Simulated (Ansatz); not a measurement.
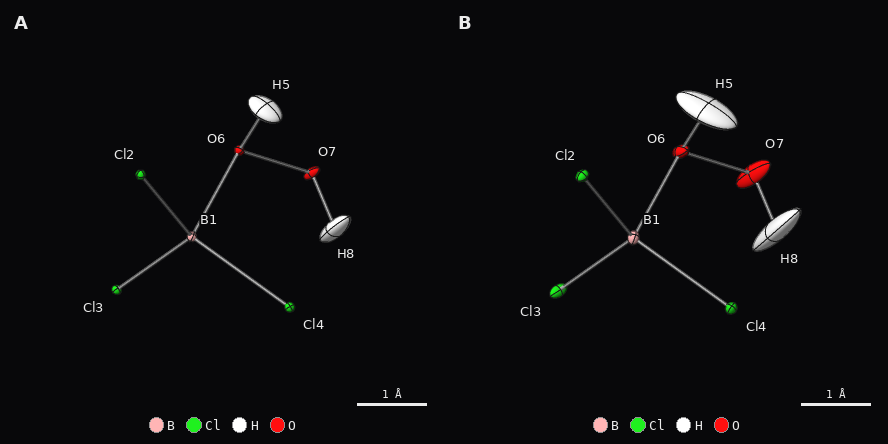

Displacement ellipsoids at the 50 % level, from the internal vibrations of the free molecule (harmonic, no overall translation or rotation; no half-axis is drawn under 0.075 Å). Vibrations computed with RKS PBE0-D4/def2-TZVP (Ansatz 0.2.0). One panel is for 100 K, the other for 600 K.

Which panel is for 600 K?

Answer. B.

How much does the mean-square displacement of O7 grow, and why?

Answer. U_eq goes from 0.0050 to 0.0225 Å², a factor of 4.5. Modes below kT (417 cm⁻¹ at 600 K) grow about in proportion to T, and the lowest lies at 95 cm⁻¹; the mean-square amplitude of a mode is its zero-point value times coth(ħω/2kT), which comes close to 1 only above about 3kT.
